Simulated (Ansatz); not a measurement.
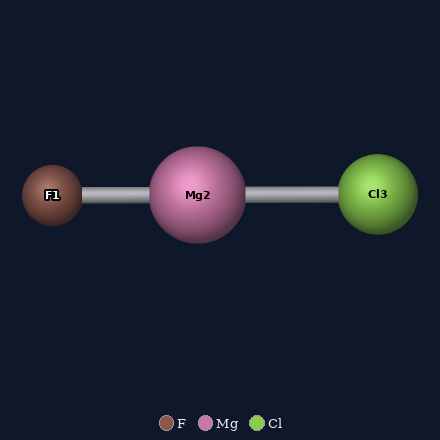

The system is ClFMg, SMILES [F][Mg][Cl]; the picture shows the reference structure. 
- First axis: angle F1–Mg2–Cl3 (carried through 180). Second axis: change of the bonds Mg2–F1, Mg2–Cl3, all alike.
- Nothing is relaxed (all other coordinates rigid).
- The scan uses a 15 × 15 grid; 198 points were computed and 27 follow by symmetry.
- Points are written as (first, second).
- Energies: kJ/mol, counted from the lowest grid point.
- The calculation used RKS PBE0-D4/def2-TZVP (Ansatz 0.2.0).

Its coordinates:

| atom | x (Å) | y (Å) | z (Å) |
| --- | --- | --- | --- |
| F | -1.5294 | 0.7922 | -0.7570 |
| Mg | -0.1181 | 0.0396 | -0.0608 |
| Cl | 1.6366 | -0.8966 | 0.8046 |

Range: angle F1–Mg2–Cl3 (carried through 180) from 140.0 to 220.0°; change of the bonds Mg2–F1, Mg2–Cl3, all alike from −0.215 to 0.333 Å.

Q: What landscape does the calculation give?

A: The lowest grid point is at (180.0°, 0.020 Å). It is the only kind of minimum in the scanned range. The highest grid point, (220.0°, 0.333 Å), lies 139 kJ/mol above the lowest. Round the minimum the two coordinates are nearly uncoupled.

```tsv
second ↓, first →	140.0	145.7	151.4	157.1	162.9	168.6	174.3	180.0	185.7	191.4	197.1	202.9	208.6	214.3	220.0
0.333	139	133	129	125	122	120	119	118	119	120	122	125	129	133	139
0.294	118	112	107	104	101	99	97	97	97	99	101	104	108	112	118
0.254	98	92	87	83	80	78	77	76	77	78	80	83	87	92	98
0.215	79	73	68	64	61	59	58	57	58	59	61	65	68	73	79
0.176	63	57	52	48	44	42	41	40	41	42	44	48	52	57	63
0.137	48	42	37	33	30	27	26	26	26	27	30	33	37	42	48
0.098	37	30	25	21	18	15	14	14	14	15	18	21	25	31	37
0.059	28	22	17	12	9	7	5	5	5	7	9	12	17	22	28
0.020	24	17	12	8	4	2	0	0	0	2	4	8	12	17	24
−0.020	24	18	12	8	4	2	1	0	1	2	4	8	12	18	24
−0.059	30	24	18	14	10	8	6	6	6	8	10	14	18	24	30
−0.098	43	37	31	27	23	21	19	19	19	21	23	27	31	37	43
−0.137	65	58	52	48	44	42	40	40	40	42	44	48	52	58	65
−0.176	96	89	83	79	75	73	71	71	71	73	75	79	83	89	96
−0.215	138	131	126	121	118	115	114	114	114	115	118	121	126	132	138
```

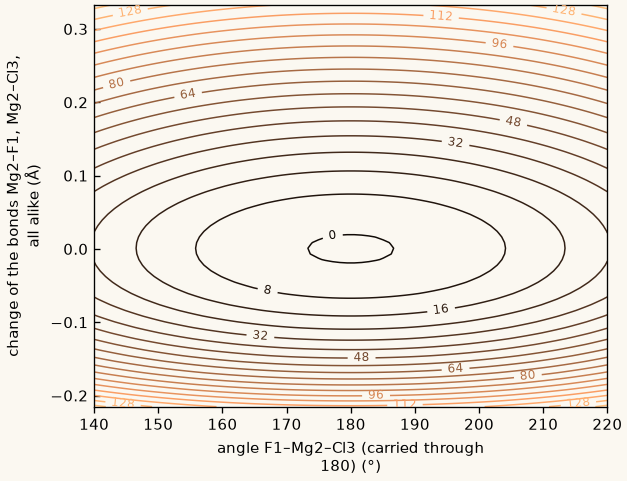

The picture shows contour lines labelled in kJ/mol. Between grid points the surface is interpolated.

Time for the 198 points that were run: 6.4 min on 1 thread of Arm Neoverse V1 (shared host).
